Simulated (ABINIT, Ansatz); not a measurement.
## A GW run on BaH2 (P6_3/mmc) in ABINIT, with inputs changed

A base run on BaH2 (P6_3/mmc), then changed inputs.

Program: ABINIT 10.8.3. Level of theory: PBEsol and many-body steps on it, plane waves. Results are calculated unless marked as measured.

### 1. Set-up

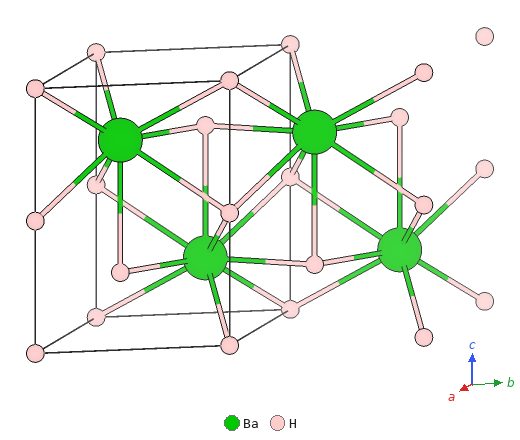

Start, viewed slightly off an axis; barium green, hydrogen pink. 1×2×1 cells are drawn. Bonds to atoms that aren't drawn are left out. Some periodic images of atoms are drawn too.

As a file:

```cif
data_structure
_symmetry_space_group_name_H-M 'P6_3/mmc'
_symmetry_Int_Tables_number 194
_cell_length_a 4.4620
_cell_length_b 4.4620
_cell_length_c 6.0553
_cell_angle_alpha 90.000
_cell_angle_beta 90.000
_cell_angle_gamma 120.000
_cell_volume 104.41
loop_
_atom_site_label
_atom_site_type_symbol
_atom_site_symmetry_multiplicity
_atom_site_Wyckoff_symbol
_atom_site_fract_x
_atom_site_fract_y
_atom_site_fract_z
_atom_site_occupancy
Ba1 Ba 2 c 0.66667 0.33333 0.75000 1
H1 H 2 d 0.33333 0.66667 0.75000 1
H2 H 2 a 0.00000 0.00000 0.50000 1
```

The cell and positions are those that the Materials Project relaxed with its own functionals (PBE, PBE+U or r2SCAN), kept fixed. Spin-orbit coupling is left out unless a step names it.

### 2. Screening, 3×3×4 mesh, 158 bands, screening to 176.9 eV

This step: ABINIT 10.8.3; RPA screening on PBEsol, plane waves, norm-conserving pseudopotentials.

The RPA dielectric matrix is built and inverted for each q.

File run.abi:

```
acell 3*1.0 Angstrom
rprim 
  4.462025052349 0.000000000014 0.000000000000
  -2.231012526186 3.864227047650 0.000000000000
  0.000000000000 0.000000000000 6.055292590000
ntypat 2
znucl 56 1
natom 6
typat 1 1 2 2 2 2
xred 
  0.666666666667 0.333333333333 0.750000000000
  0.333333333333 0.666666666667 0.250000000000
  0.333333333333 0.666666666667 0.750000000000
  0.666666666667 0.333333333333 0.250000000000
  -0.000000000000 -0.000000000000 0.500000000000
  -0.000000000000 -0.000000000000 0.000000000000
pp_dirpath "pseudos"
pseudos "Ba.upf, H.upf"
ecut 32
ngkpt 3 3 4
nshiftk 1
shiftk 0 0 0
kptopt 1
chksymbreak 0
istwfk *1
occopt 1
irdwfk 1
optdriver 3
nband 158
ecuteps 6.5
inclvkb 2
awtr 1
symchi 1
indata_prefix "in"
outdata_prefix "out"
tmpdata_prefix "tmp"
```

Command:

```sh
> OMP_NUM_THREADS=1 mpirun -n 8 abinit run.abi > log
```

The program printed:

```text
.Version 10.8.3 of ABINIT. v10.8.2 released Aug 2026.

 Symmetries : space group P6_3/m m c (#194); Bravais hP (primitive hexag.)
[... echo of the input left out ...]
== DATASET  1 ==================================================================
-   mpi_nproc: 8, omp_nthreads: 1 (-1 if OMP is not activated)

--- !DatasetInfo
iteration_state: {dtset: 1, }
dimensions: {natom: 6, nkpt: 9, mband: 158, nsppol: 1, nspinor: 1, nspden: 1, mpw: 6126, }
cutoff_energies: {ecut:  32.0, pawecutdg:  -1.0, }
electrons: {nelect:   2.40000000E+01, charge:   0.00000000E+00, occopt:   1.00000000E+00, tsmear:   1.00000000E-02, }

 SCREENING: Calculation of the susceptibility and dielectric matrices

 Based on a program developped by R.W. Godby, V. Olevano, G. Onida, and L. Reining.
 Incorporated in ABINIT by V. Olevano, G.-M. Rignanese, and M. Torrent.
.Using double precision arithmetic ; gwpc =  8

[... cell and pseudopotentials left out ...]
--------------------------------------------------------------------------------

 ==== K-mesh for the wavefunctions ====
 Number of points in the irreducible wedge :     9
[... list of points left out ...]
 Together with 24 symmetry operations and time-reversal symmetry
 yields    36 points in the full Brillouin Zone.

 ==== Q-mesh for the screening function ====
 Number of points in the irreducible wedge :     9
[... list of points left out ...]
 Together with 24 symmetry operations and time-reversal symmetry
 yields    36 points in the full Brillouin Zone.

 setmesh: FFT mesh size selected  =    32x   32x   48
          total number of points  =        49152

 vcoul_init : cutoff-mode = AUXILIARY_FUNCTION
 q-points for optical limit:   1
     1)      0.000010    0.000020    0.000030

- screening: taking advantage of time-reversal symmetry
- Maximum band index for partially occupied states nbvw = 12
- Remaining bands to be divided among processors   nbcw = 146
- Number of bands treated by each node ~18

 Number of electrons calculated from density =   24.0000; Expected =   24.0000
 average of density, n =  0.034063
 r_s =    1.9137
 omega_plasma =   17.8032 [eV]

 calculating chi0 at frequencies [eV] :
  1    0.000000E+00    0.000000E+00
  2    0.000000E+00    1.780320E+01

--------------------------------------------------------------------------------
  q-point number  1        q = ( 0.000000, 0.000000, 0.000000) [r.l.u.]
--------------------------------------------------------------------------------
[... chi0 elements left out ...]
 For q-point:  0.000010 0.000020 0.000030
  dielectric constant =   5.6955
  dielectric constant without local fields =   6.3383

  Average fulfillment of the sum rule on Im[epsilon] for q-point    1 :     91.75  [%]
[... wings left out ...]
  q-point number  2        q = ( 0.333333, 0.000000, 0.000000) [r.l.u.]
--------------------------------------------------------------------------------
[... chi0 elements left out ...]
  Average fulfillment of the sum rule on Im[epsilon] for q-point    2 :     96.54  [%]

 [... 7 further q-points ...]
```

Run time: 26 s. Hardware: 8 MPI ranks of AMD EPYC 9R45, shared host; peak memory 3 GiB.

This step gave:

```yaml
eps_infinity_with_local_fields_on_this_mesh_along_the_program_s_q_direction: 5.696
the_same_without_local_fields: 6.338
plasma_frequency: 17.80 eV
plane_waves_in_the_screening_matrix: 553
```

Local fields lower ε∞ by 10 %. On a Γ-centred mesh this coarse the value itself is usually too large, while a short band sum pulls it down.

### 3. Base

The self-energy is evaluated for the states that the input lists, and the levels follow from it, in one-shot runs by the linearised quasiparticle equation.

This step: G0W0 on PBEsol, plane waves, norm-conserving pseudopotentials.

run.abi: that of step 2 with these lines changed.

```diff
@@ -27,8 +27,19 @@
 irdwfk 1
-optdriver 3
+optdriver 4
 nband 158
+gwcalctyp 0
+ecutsigx 32
+symsigma 1
+nkptgw 3
+kptgw 
+  0.0000000000 0.0000000000 0.0000000000
+  0.3333333333 0.3333333333 0.5000000000
+  0.0000000000 0.0000000000 0.2500000000
+bdgw 
+  11 14
+  11 14
+  11 14
 ecuteps 6.5
-inclvkb 2
-awtr 1
-symchi 1
+irdscr 1
+ppmodel 1
 indata_prefix "in"
```

The program printed:

```text
.Version 10.8.3 of ABINIT. v10.8.2 released Aug 2026.

 Symmetries : space group P6_3/m m c (#194); Bravais hP (primitive hexag.)
[... echo of the input left out ...]
== DATASET  1 ==================================================================
-   mpi_nproc: 8, omp_nthreads: 1 (-1 if OMP is not activated)

--- !DatasetInfo
iteration_state: {dtset: 1, }
dimensions: {natom: 6, nkpt: 9, mband: 158, nsppol: 1, nspinor: 1, nspden: 1, mpw: 6126, }
cutoff_energies: {ecut:  32.0, pawecutdg:  -1.0, }
electrons: {nelect:   2.40000000E+01, charge:   0.00000000E+00, occopt:   1.00000000E+00, tsmear:   1.00000000E-02, }

 SIGMA: Calculation of the GW corrections

 Based on a program developped by R.W. Godby, V. Olevano, G. Onida, and L. Reining.
 Incorporated in ABINIT by V. Olevano, G.-M. Rignanese, and M. Torrent.
.Using double precision arithmetic ; gwpc =  8

[... cell and pseudopotentials left out ...]
--------------------------------------------------------------------------------

 ==== K-mesh for the wavefunctions ====
 Number of points in the irreducible wedge :     9
[... list of points left out ...]
 Together with 24 symmetry operations and time-reversal symmetry
 yields    36 points in the full Brillouin Zone.

 ==== Q-mesh for screening function ====
 Number of points in the irreducible wedge :     9
[... list of points left out ...]
 Together with 24 symmetry operations and time-reversal symmetry
 yields    36 points in the full Brillouin Zone.

 vcoul_init : cutoff-mode = AUXILIARY_FUNCTION
 q-points for optical limit:   1
     1)      0.000010    0.000020    0.000030
 setmesh: FFT mesh size selected  =    40x   40x   60
          total number of points  =        96000

 Number of electrons calculated from density =   24.0000; Expected =   24.0000
 average of density, n =  0.034063
 r_s =    1.9137
 omega_plasma =   17.8032 [eV]

 === KS Band Gaps ===
  >>>> For spin  1
   Minimum direct gap =   2.5425 [eV], located at k-point      :   0.0000  0.0000  0.2500
   Fundamental gap    =   1.4734 [eV], Top of valence bands at :   0.0000  0.0000  0.0000
                                       Bottom of conduction at :   0.3333  0.3333  0.5000
 SIGMA fundamental parameters:
 PLASMON POLE MODEL  1
 number of plane-waves for SigmaX                 6089
 number of plane-waves for SigmaC and W            553
 number of plane-waves for wavefunctions          6089
 number of bands                                   158
 number of independent spin polarizations            1
 number of spinorial components                      1
 number of k-points in IBZ                           9
 number of q-points in IBZ                           9
 number of symmetry operations                      24
 number of k-points in BZ                           36
 number of q-points in BZ                           36
 number of frequencies for dSigma/dE                 9
 frequency step for dSigma/dE [eV]                0.25
 number of omega for Sigma on real axis              0
 max omega for Sigma on real axis  [eV]           0.00
 zcut for avoiding poles [eV]                     0.10

 EPSILON^-1 parameters (SCR file):
 dimension of the eps^-1 matrix on file            553
 dimension of the eps^-1 matrix used               553
 number of plane-waves for wavefunctions          6089
 number of bands                                   158
 number of q-points in IBZ                           9
 number of frequencies                               2
 number of real frequencies                          1
 number of imag frequencies                          1

 matrix elements of self-energy operator (all in [eV])

 Perturbative Calculation

--- !SelfEnergy_ee
iteration_state: {dtset: 1, }
kpoint     : [   0.000,    0.000,    0.000, ]
spin       : 1
KS_gap     :    2.726
QP_gap     :    4.390
Delta_QP_KS:    1.664
data: !SigmaeeData |
     Band     E0 <VxcDFT>   SigX SigC(E0)      Z dSigC/dE  Sig(E)    E-E0       E
       11   3.623 -10.603 -13.401   1.612   0.776  -0.289 -11.523  -0.920   2.703
       12   4.131 -10.774 -13.444   1.492   0.777  -0.286 -11.690  -0.915   3.216
       13   6.857  -9.229  -4.725  -3.587   0.817  -0.224  -8.480   0.749   7.606
       14   6.857  -9.229  -4.725  -3.587   0.817  -0.224  -8.480   0.749   7.606

--- !SelfEnergy_ee
iteration_state: {dtset: 1, }
kpoint     : [   0.333,    0.333,    0.500, ]
spin       : 1
KS_gap     :    3.017
QP_gap     :    4.668
Delta_QP_KS:    1.651
data: !SigmaeeData |
     Band     E0 <VxcDFT>   SigX SigC(E0)      Z dSigC/dE  Sig(E)    E-E0       E
       11   2.587 -11.064 -14.213   1.906   0.777  -0.286 -12.031  -0.966   1.621
       12   2.587 -11.064 -14.213   1.906   0.777  -0.286 -12.031  -0.966   1.621
[...]
--- !SelfEnergy_ee
iteration_state: {dtset: 1, }
kpoint     : [   0.000,    0.000,    0.250, ]
spin       : 1
KS_gap     :    2.542
QP_gap     :    4.213
Delta_QP_KS:    1.670
data: !SigmaeeData |
     Band     E0 <VxcDFT>   SigX SigC(E0)      Z dSigC/dE  Sig(E)    E-E0       E
[...]
12   4.079 -10.806 -13.496   1.508   0.777  -0.287 -11.725  -0.919   3.160
       13   6.622  -9.221  -4.682  -3.619   0.817  -0.225  -8.470   0.751   7.373
       14   6.622  -9.221  -4.682  -3.619   0.817  -0.225  -8.470   0.751   7.373

== END DATASET(S) ==============================================================
================================================================================

 -outvars: echo values of variables after computation  --------
           etotal      0.0000000000E+00
            nband         158
             nkpt           9
          spgroup         194
 [... the other variables as echoed above ...]

 Calculation completed.
```

Wall time 25 s (8 MPI ranks); peak memory 3.5 GiB.

This step gave:

* G0W0 gap on the points computed: 3.073 eV
* starting gap on the mesh: 1.473 eV
* k of the valence top: 0, 0, 0
* k of the conduction bottom: 0.3333, 0.3333, 0.5
* Z at the valence top: 0.777
* Z at the conduction bottom: 0.819
* least direct G0W0 gap on the computed points: 4.213 eV

The gap on the mesh goes from 1.47 eV to 3.07 eV, a correction of +1.60 eV.

### 4. More bands than the file holds

run.abi: that of step 3 with these lines changed.

```diff
@@ -28,3 +28,3 @@
 optdriver 4
-nband 158
+nband 1110
 gwcalctyp 0
```

The program printed:

```text
.Version 10.8.3 of ABINIT. v10.8.2 released Aug 2026.

 Symmetries : space group P6_3/m m c (#194); Bravais hP (primitive hexag.)
================================================================================
 Values of the parameters that define the memory need of the present run
     intxc =       0    ionmov =       0      iscf =       7    lmnmax =       6
     lnmax =       6     mgfft =      60  mpssoang =       3    mqgrid =    3001
     natom =       6  nloc_mem =       1    nspden =       1   nspinor =       1
    nsppol =       1      nsym =      24    n1xccc =    2501    ntypat =       2
    occopt =       1   xclevel =       2
-    mband =        1110        mffmem =           1         mkmem =           2
       mpw =        6126          nfft =      121500          nkpt =           9
================================================================================
  Rough estimation (10% accuracy) of disk space for files :
================================================================================

--------------------------------------------------------------------------------
------------- Echo of variables that govern the present computation ------------
--------------------------------------------------------------------------------
 -outvars: echo values of preprocessed input variables --------
            acell      1.8897261259E+00  1.8897261259E+00  1.8897261259E+00 Bohr

             bdgw          11      14      11      14      11      14
      chksymbreak           0
             ecut      3.20000000E+01 Hartree
          ecuteps      6.50000000E+00 Hartree
         ecutsigx      3.20000000E+01 Hartree
          ecutwfn      3.20000000E+01 Hartree
-          fftalg         312
           irdscr           1
           irdwfk           1

[...]
SIGMA: Calculation of the GW corrections

 Based on a program developped by R.W. Godby, V. Olevano, G. Onida, and L. Reining.
 Incorporated in ABINIT by V. Olevano, G.-M. Rignanese, and M. Torrent.
.Using double precision arithmetic ; gwpc =  8

 Real(R)+Recip(G) space primitive vectors, cartesian coordinates (Bohr,Bohr^-1):
 R(1)=  8.4320053  0.0000000  0.0000000  G(1)=  0.1185958  0.0684713  0.0000000
 R(2)= -4.2160027  7.3023308  0.0000000  G(2)=  0.0000000  0.1369426  0.0000000
 R(3)=  0.0000000  0.0000000 11.4428446  G(3)=  0.0000000  0.0000000  0.0873909
 Unit cell volume ucvol=  7.0457361E+02 bohr^3
 Angles (23,13,12)=  9.00000000E+01  9.00000000E+01  1.20000000E+02 degrees

--- Pseudopotential description ------------------------------------------------
- Ba Generated using ONCVPSP code by D. R. Hamann
- 56.00000  10.00000  180301                  znucl, zion, pspdat
12 -116133 2 -1 1936                          pspcod,pspxc,lmax,lloc,mmax
     nproj     2     2     2
  pspatm : epsatm=   26.37418133
         --- l  ekb(1:nproj) -->
[...]
2    2.543237    0.416854
 pspatm: atomic psp has been read  and splines computed

- H Generated using ONCVPSP code by D. R. Hamann
-  1.00000   1.00000  180301                  znucl, zion, pspdat
12 -116133 1 -1 1180                          pspcod,pspxc,lmax,lloc,mmax
     nproj     2     1     0
  pspatm : epsatm=    0.35585368
         --- l  ekb(1:nproj) -->
             0   -1.674911   -0.523609
             1   -0.494138
 pspatm: atomic psp has been read  and splines computed

   1.30012266E+03                                ecore*ucvol(ha*bohr**3)
--------------------------------------------------------------------------------

--- !ERROR
message: |
    Number of bands stored WFK file is less than required.
    WFK mband: 406, self-energy nband: 1110

--- !ERROR
message: |
    Number of bands stored WFK file is less than required.
    WFK mband: 406, self-energy nband: 1110

--- from the log ---
Number of bands stored WFK file is less than required.
    WFK mband: 406, self-energy nband: 1110
```

Run time: 1.4 s. Hardware: 8 MPI ranks; peak memory 0.06 GiB.

The run stopped with an error after 1.4 s.

The program's words: Number of bands stored WFK file is less than required. WFK mband: 406, self-energy nband: 1110

The fault put into this input: more bands than the file holds.

### 5. Side by side

Times are wall times on 8 MPI ranks of AMD EPYC 9R45, shared host, good to a factor of about two. A run's time includes the screening step that it read.

```csv
run,mesh,bands,screening cutoff (eV),DFT gap (eV),gap on the mesh (eV),direct (eV),ε∞ used,time
base,3×3×4,158,176.9,1.473,3.073,4.213,5.70,51 s
```

### 6. What came out

```
base         : 3.073 eV
known limits : not at the basis limit; no spin-orbit coupling; coarse k mesh
```

What this shows: Bands and cutoff are finite, so the gap is not at the basis limit. The miss can reach some tenths of an eV and take either sign; the mesh is an error of its own. In the G0W0 run levels were corrected at 3 k points alone, so a gap called «on the mesh» is the least over those, and an edge elsewhere would be missed. The 3×3×4 mesh is coarse for this cell, which bears on the long-range parts of exchange and screening. The many-body steps are scalar-relativistic: spin-orbit coupling is not in them.

[Paths, hosts, dates, memory and timing lines, banners, echoed tables and standing remarks are left out of the program output.]

[Logs are printed without paths, hosts, clocks, repeated set-up lines and the standing remarks that a program may print on its own settings, such as how far it seeks lower states.]

[Runs of the session that timed out or met a known fault of the program may be left out.]

[Hosts, paths, dates, database ids (printed as entryN), source tags and the programs' standing remarks are cut or masked in the printed files.]

[G0W0 gaps are taken among the corrected bands and points alone; a level outside them can change the order at an edge.]

[Where Ansatz stands beside ABINIT at settings called matched, ABINIT's density can come from a denser mesh and the files from another edition; pairs whose starting gaps differed by over 0.03 eV were left out, so agreement reads better than it is.]
